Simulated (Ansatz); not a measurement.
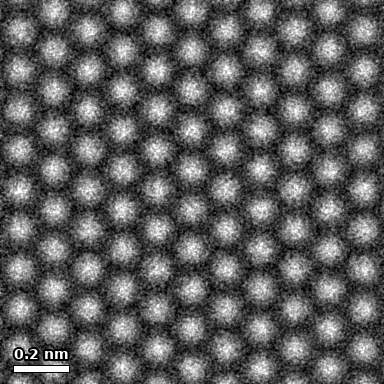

HAADF-like image of C (Fd-3m, No. 227). Simulation: incoherent imaging, intensity Z^1.7 per atom, probe width 0.98 Å, thin sample. The probe carries 25 % of its weight in a tail 2.5 times as wide. Shot noise was added. Structure: the geometry given to an electronic-structure calculation, possibly off equilibrium; the starting structure was generated, so it need not be a known form of this composition.

```cif
data_structure
_symmetry_space_group_name_H-M 'Fd-3m:1'
_symmetry_Int_Tables_number 227
_cell_length_a 3.5500
_cell_length_b 3.5500
_cell_length_c 3.5500
_cell_angle_alpha 90.000
_cell_angle_beta 90.000
_cell_angle_gamma 90.000
_cell_volume 44.74
loop_
_atom_site_label
_atom_site_type_symbol
_atom_site_symmetry_multiplicity
_atom_site_Wyckoff_symbol
_atom_site_fract_x
_atom_site_fract_y
_atom_site_fract_z
_atom_site_occupancy
C1 C 8 a 0.25000 0.75000 0.75000 1
```

Along which zone axis is the crystal seen: [110], [111], [210] or [211]? (Directions equivalent by symmetry count as one.)

[111]. The projected cells are 2.17 × 2.17 Å, 109° for [110]; 1.45 × 1.45 Å, 120° for [111]; 0.79 × 0.97 Å, 114° for [210]; 1.26 × 2.05 Å, 90° for [211], and the image repeats as the [111] one does.
